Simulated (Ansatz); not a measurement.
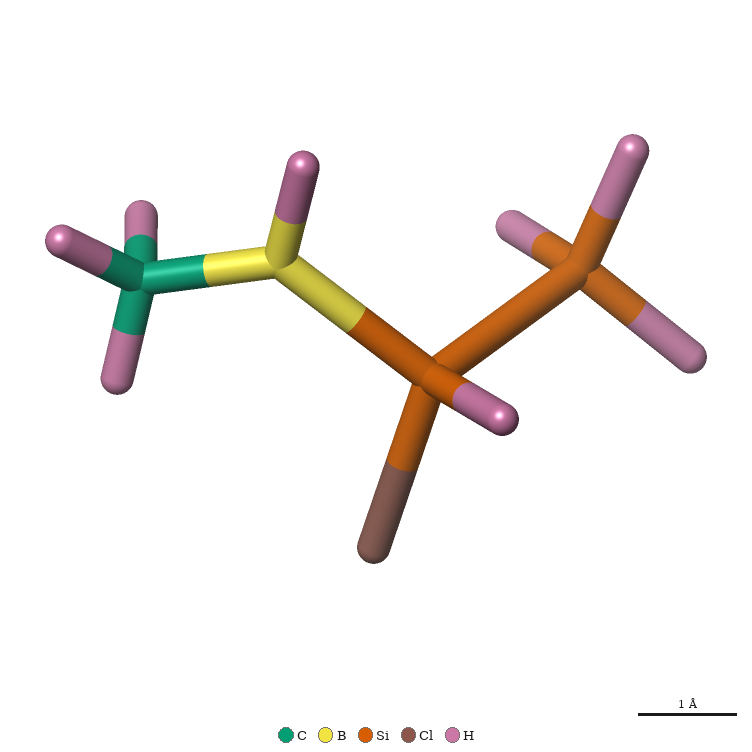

The structure as it stands in the input.

The calculation was set up as follows.

```yaml
crystal:
  periodic: [false, false, false]
  atoms:
    - {symbol: C, position_ang: [-1.532992, -0.110409, -1.760663]}
    - {symbol: B, position_ang: [-0.426904, -0.819842, -0.945217]}
    - {symbol: Si, position_ang: [1.125319, 0.131086, -0.102741]}
    - {symbol: Si, position_ang: [0.858458, 0.236766, 2.226377]}
    - {symbol: Cl, position_ang: [1.308116, 2.086686, -0.788190]}
    - {symbol: H, position_ang: [-2.022929, -0.745357, -2.502398]}
    - {symbol: H, position_ang: [-2.309868, 0.109350, -1.005900]}
    - {symbol: H, position_ang: [-1.253188, 0.848678, -2.199306]}
    - {symbol: H, position_ang: [-0.524271, -1.991019, -0.695168]}
    - {symbol: H, position_ang: [2.414508, -0.554969, -0.399532]}
    - {symbol: H, position_ang: [0.818133, -1.138805, 2.793574]}
    - {symbol: H, position_ang: [-0.418754, 0.925810, 2.553014]}
    - {symbol: H, position_ang: [1.984773, 0.987122, 2.841052]}
basis:
  gaussian: {orbitals: def2-TZVPP}
hamiltonian: {xc: {name: wB97X-V}}
output: {orbitals: {seedname: orbitals}}
```

Command:

```sh
ansatz run in.yaml --threads 4 --pin off --events-out ev --progress --plain --max-ram 10444MiB
```

Result:

```
Functional definition: wB97X-V
  name "wB97X-V"
  cite "Mardirossian & Head-Gordon, Phys. Chem. Chem. Phys. 16, 9904 (2014) doi:10.1039/C3CP54374A"
  cite "Becke, J. Chem. Phys. 107, 8554 (1997) doi:10.1063/1.475007"
  cite "Vydrov & Van Voorhis, J. Chem. Phys. 133, 244103 (2010) doi:10.1063/1.3521275"
  parameter omega = 0.3/bohr
  parameter cx = 0.167
  parameter cx1 = 0.603
  parameter cx2 = 1.194
  parameter css0 = 0.556
  parameter css1 = -0.257
  parameter cos0 = 1.219
  parameter cos1 = -1.850
  parameter b = 6.0
  parameter c = 0.01
  exchange = spin_sum(e_x_unif_sr(omega)*poly(b97_u_x, 1 - cx, cx1, cx2)) + cx*exact_x_sr(omega) + exact_x_lr(omega)
  correlation = spin_sum(e_c_pw_same_spin*poly(b97_u_same, css0, css1))
      + integral(e_c_pw_opposite_spin*poly(b97_u_opposite, cos0, cos1)) + vv10(b, c)
1713 factors; their error is unknown
398 factors; integrals over basis functions are off by at most 1.5e-5 eV
mean field evaluation 1: about -30116.1695 eV, gradient 3.5e1 eV
mean field evaluation 2: about -30117.9174 eV, gradient 2.4e1 eV
mean field evaluation 4: about -30119.2416 eV, gradient 5.3e-1 eV
mean field evaluation 8: about -30119.2736 eV, gradient 4.0e-1 eV
mean field evaluation 16: about -30119.2738 eV, gradient 8.1e-5 eV
mean field -30119.27380232 eV, -1106.8628966581 hartree, gradient 7.5e-6 eV, S^2 0.000000; 0 other end points of the search recorded, 0 dependent functions left out
reference -30119.27379967 eV, -1106.8628965610 hartree; 32, 32 occupied and 268, 268 virtual orbitals, 1713 factors
Total energy: -30119.27379967 eV, -1106.8628965610 hartree
```
